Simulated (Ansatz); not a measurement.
System: O$_{2}$Ti.

Input

```
crystal:
  periodic: [false, false, false]
  atoms:
    - {symbol: Ti, position_ang: [0.248554, -1.043386, -0.141293]}
    - {symbol: O, position_ang: [-0.673732, 0.331044, 0.511952]}
    - {symbol: O, position_ang: [0.425178, 0.712342, -0.370659]}
basis:
  gaussian: {orbitals: def2-TZVP, initial_orbitals: start.molden}
hamiltonian: {xc: pbe0, dispersion: d4}
output: {orbitals: {seedname: orbitals}}
```

Run with:

```sh
ansatz run in.yaml --threads 4 --pin off --events-out ev --progress --plain --max-ram 3916MiB
```

Geometry: r2SCAN-D4/def2-TZVP.

The calculation used Ansatz 0.2.0, RKS PBE0-D4/def2-TZVP.

Predict the electron density and electron localisation function between the atoms.

Answer. O–O (1.46 Å): ρ is about 1.8 e/Å³ halfway; the ELF peaks at about 0.70 between the atoms.
Ti–O (1.78 Å): ρ at the midpoint is about 1.2 e/Å³; the ELF peaks at about 0.85 in the valence shell of O, 0.5 Å from its nucleus, and drops to about 0.30 between the two atoms.

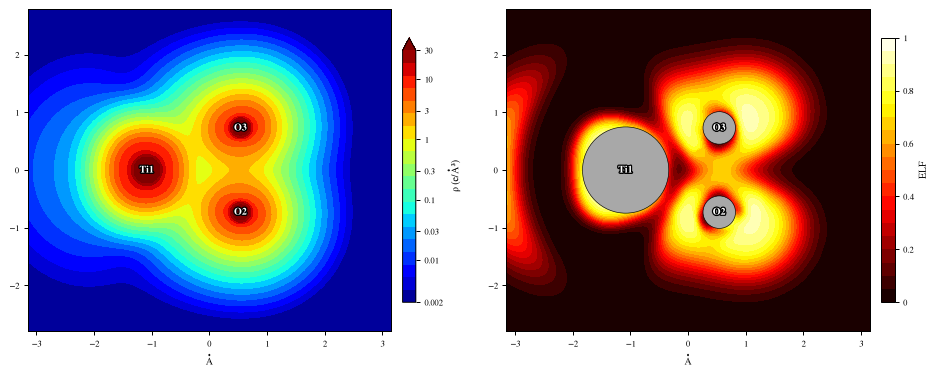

Computed electron density and electron localisation function on the molecular plane, in this order. Grey discs cover the atomic cores in the ELF map. 
